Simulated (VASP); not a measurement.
Band structure of Tb (hcp). Computed with rev-vdW-DF2, VASP's PBE PAW potentials (set 64) (plane waves; VASP).

The 4f electrons are frozen in the core of the lanthanide potential, so 4f levels, which can set the real gap, and their magnetism are missing.

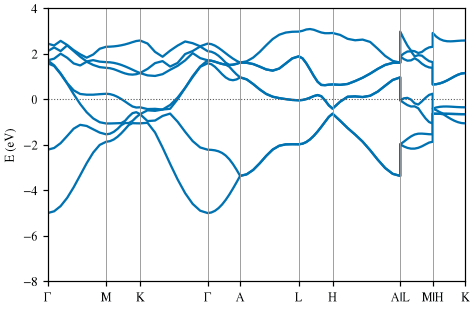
*Bands along high-symmetry lines, zero at the valence-band maximum or, without a gap, the Fermi level*

Question: Read the plot: is there a gap, and where are the band edges?

Answer: It has no gap at this level: it comes out as a metal or semimetal. (Edges off the drawn lines would not show.)

The compound is Tb in the hcp structure. It was relaxed first.
